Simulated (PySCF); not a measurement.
```yaml
atoms:
  - { symbol: C, position_ang: [2.4545, -0.0063, -0.6290] }
  - { symbol: C, position_ang: [1.4994, 0.7872, -0.1729] }
  - { symbol: C, position_ang: [0.7978, 0.6040, 1.1189] }
  - { symbol: Ge, position_ang: [-1.0105, -0.2579, 0.8329] }
  - { symbol: C, position_ang: [-2.0996, 0.7320, -0.4809] }
  - { symbol: N, position_ang: [-0.9220, -1.9766, 0.2328] }
  - { symbol: H, position_ang: [2.8181, -0.8404, -0.0497] }
  - { symbol: H, position_ang: [2.9232, 0.1516, -1.5856] }
  - { symbol: H, position_ang: [1.1574, 1.6194, -0.7764] }
  - { symbol: H, position_ang: [0.6407, 1.5642, 1.6077] }
  - { symbol: H, position_ang: [1.3797, -0.0303, 1.7879] }
  - { symbol: H, position_ang: [-1.7135, -0.3814, 2.1721] }
  - { symbol: H, position_ang: [-2.2777, 1.7531, -0.1567] }
  - { symbol: H, position_ang: [-3.0591, 0.2430, -0.6188] }
  - { symbol: H, position_ang: [-1.5923, 0.7640, -1.4417] }
  - { symbol: H, position_ang: [-0.5909, -2.0861, -0.7157] }
  - { symbol: H, position_ang: [-0.4122, -2.6273, 0.8136] }
```

Geometry: GFN2-xTB.

Method: wB97X-D/def2-SVPD, SCF density, gas phase in PySCF.

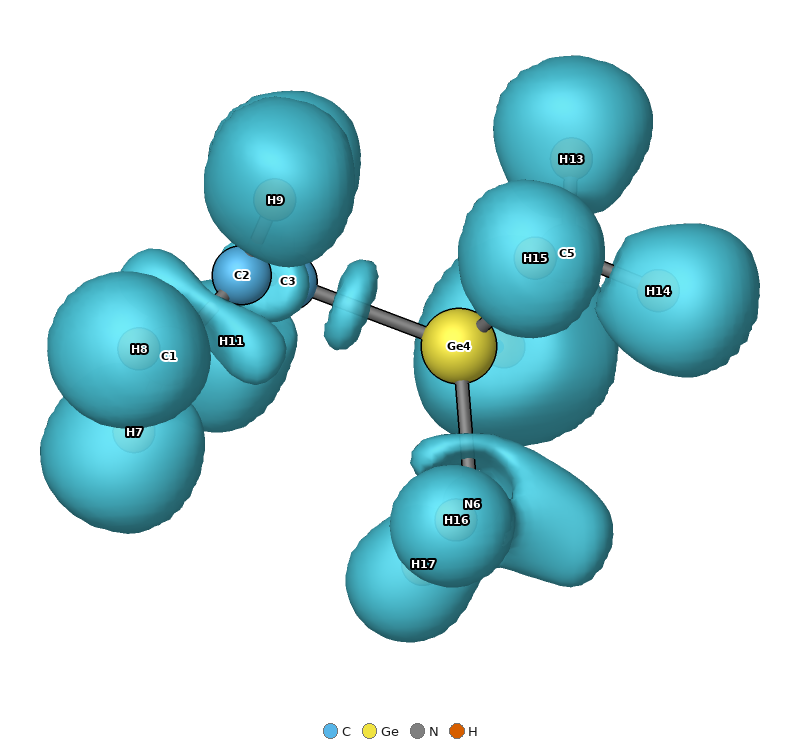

C₄H₁₁GeN. Isosurface of the ELF at 0.8 (cyan), seen at a tilt. Core shells and regions of very low density are left out.

**What do the ELF domains correspond to?**

The ELF exceeds this value in two regions between bonded C–C atoms (shared pairs), nine regions around hydrogen nuclei, two lobes of the valence shell of C pointing towards Ge (polar bonds) and one joined region spread over several atoms (H, N), in which their bonds and any lone pairs are merged. Along the contacts the grid gives the following. C–C (1.32 Å): the ELF peaks at about 0.90 between the atoms: a short, multiple covalent bond. Ge–N (1.82 Å): the ELF peaks at about 0.90 in the valence shell of N, 0.6 Å from its nucleus, and is about 0.50 at the midpoint.
